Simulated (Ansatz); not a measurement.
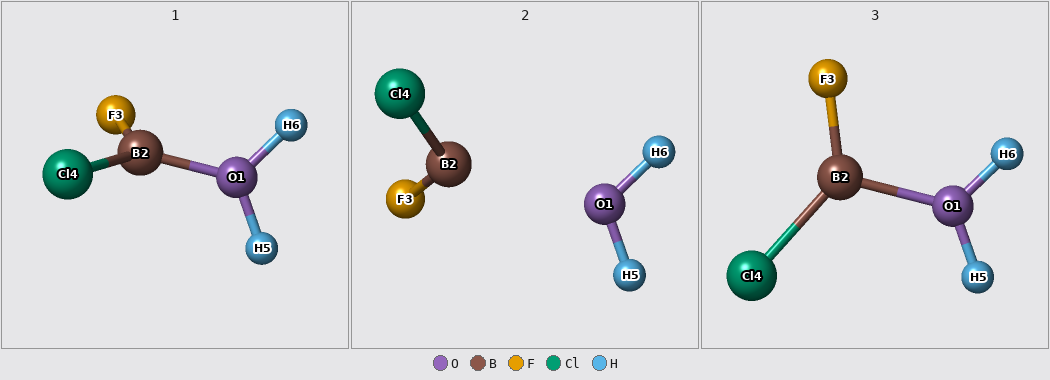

BClFH₂O, SMILES [OH2+]B(F)Cl, charge +1. First axis: bond length O1–B2. Second axis: dihedral H5–O1–B2–F3. Nothing is relaxed (all other coordinates rigid). The grid has 15 × 15 points; 121 points were computed and 104 follow by symmetry. All energies are given in kJ/mol relative to the lowest grid point. The reference is spin-restricted, which grows unreliable where a bond is stretched far. Computed with RHF/def2-SVP (Ansatz 0.2.0).

The numbered pictures are structures from this grid.

Q: Which is the most stable, and how do the others follow?

A: 3, at bond length O1–B2 = 1.490 Å, dihedral H5–O1–B2–F3 = −180°: 0 kJ/mol; 1, at bond length O1–B2 = 1.276 Å, dihedral H5–O1–B2–F3 = −108°: 129 kJ/mol; 2, at bond length O1–B2 = 2.061 Å, dihedral H5–O1–B2–F3 = −60°: 154 kJ/mol.

The map, with the structures marked:

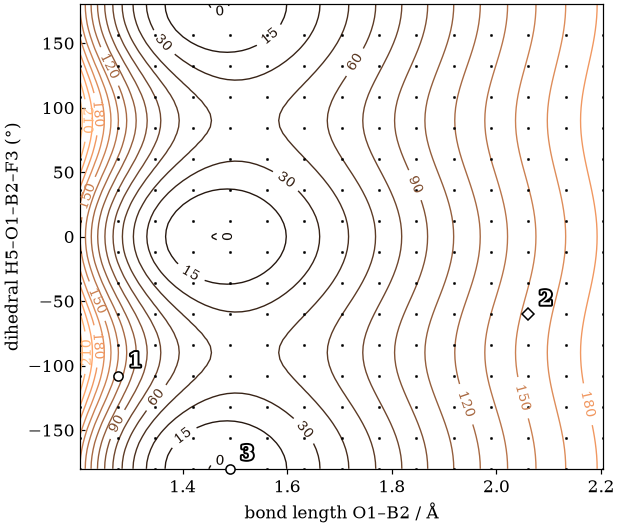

Drawn: contour lines labelled in kJ/mol, dots at the grid points. Between grid points the surface is interpolated.
